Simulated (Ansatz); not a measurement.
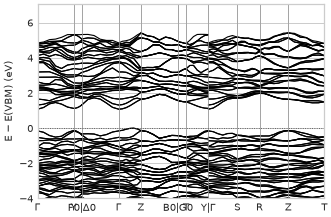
Figure. Band structure from the program Ansatz at the r²SCAN with spin–orbit coupling level (PAW)

Problem. Read off the gap and where the band edges lie.

Solution. About 1.1 eV (1.08 eV by a search for the band edges); maximum on the Γ–Z line, 62 % of the way from Γ, minimum at Γ.

The material is Si2Os in space group Cmce (No. 64; Si on 16g, Si on 16g, Os on 8f, Os on 8d).

The workflow started from a Materials Project entry (that database holds measured and hypothetical structures alike); the Crystallography Open Database copy checked does not list it. Whether it is the stable phase at ambient conditions was not checked. The cell was relaxed with r²SCAN under the symmetry of its start; whether a distortion lowers the energy is not shown. No spin polarisation was allowed.

Potentials: the later of the program's two PAW sets.
